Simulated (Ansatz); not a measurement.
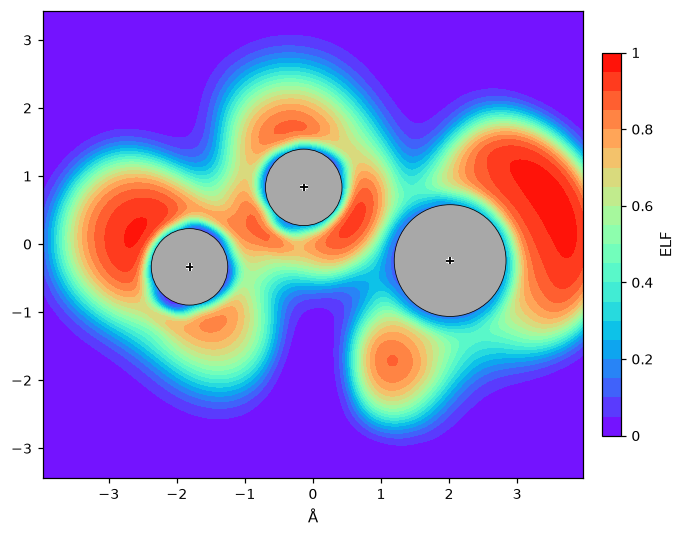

The electron localisation function on a plane through atoms (crosses mark nuclei in the plane; grey discs cover the cores).

Computed with RKS PBE0-D4/def2-TZVPP (Ansatz).

Candidates:
A. BCl₃···HF···HF
B. CH₈GaN
C. GeH₃S₂ (charge +1)

Q: Which system is this?

A: Candidate C: GeH₃S₂ on the plane of atoms S1, S3 and Ge2, which holds S and Ge. S–S (2.04 Å): the ELF peaks at about 0.85 between the atoms: localised, covalent bonding. Ge–S (2.40 Å): the ELF peaks at about 0.90 in the valence shell of S, 0.9 Å from its nucleus, and is about 0.70 at the midpoint.
